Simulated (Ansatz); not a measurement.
**What x(Hg) = 0.5, 8 atoms, R3m does to CdSe**

Consider CdSe in the zinc blende structure (space group F-43m, No. 216; a = 6.082 Å).

The other end (x = 1) is HgSe in the zinc blende structure (space group F-43m, No. 216): 28.83 Å³/atom, gap zero.

Perturbation: Hg replaces 50.0 % of the Cd, ordered in a cell of 8 atoms (starting symmetry R3m) and fully relaxed.

Level of theory: Kohn–Sham DFT with the PBEsol functional, run in Ansatz (a quantum-chemistry and plane-wave program) with PAW and 420 eV plane waves, spin-orbit coupling left out, earlier PAW set. k-mesh 9×9×9 (Γ-centred); smearing 0.05 eV (Fermi–Dirac).

| quantity | base | changed | shift |
|---|---|---|---|
| volume per atom | 28.12 Å³ | 28.47 Å³ | +0.35 Å³ |
| density | 5.65 g/cm³ | 6.87 g/cm³ | +1.22 g/cm³ |
| shortest interatomic distance | 2.634 Å | 2.637 Å | +0.0037 Å |
| band gap | 0.48 eV | zero | – |
| mixing energy (to 0.01 eV only: unlike meshes or grids) | – | 0.00 eV/atom | – |
| deviation of the volume from the linear (Vegard-type) interpolation | – | 0.0 % | – |
| mean first-shell distances | – | Cd–Se 2.638 Å (end compound 2.634 Å), Hg–Se 2.651 Å (end compound 2.656 Å) | – |

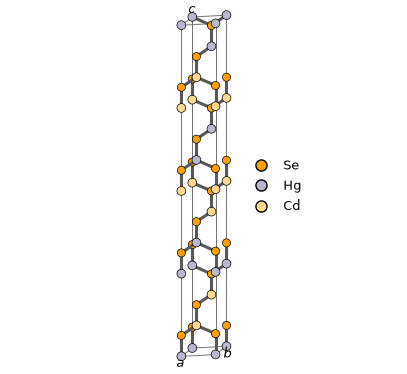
Figure. The relaxed conventional cell after the change

These are small ordered cells, not random alloys; other orderings at the same x differ. Spin-orbit coupling, missing from the scalar runs, can matter with Hg. No phonon test of stability was made. All final runs are without spin polarisation. A zero or small gap of CdHgSe2 and HgSe can be the functional's error rather than a property of the material.
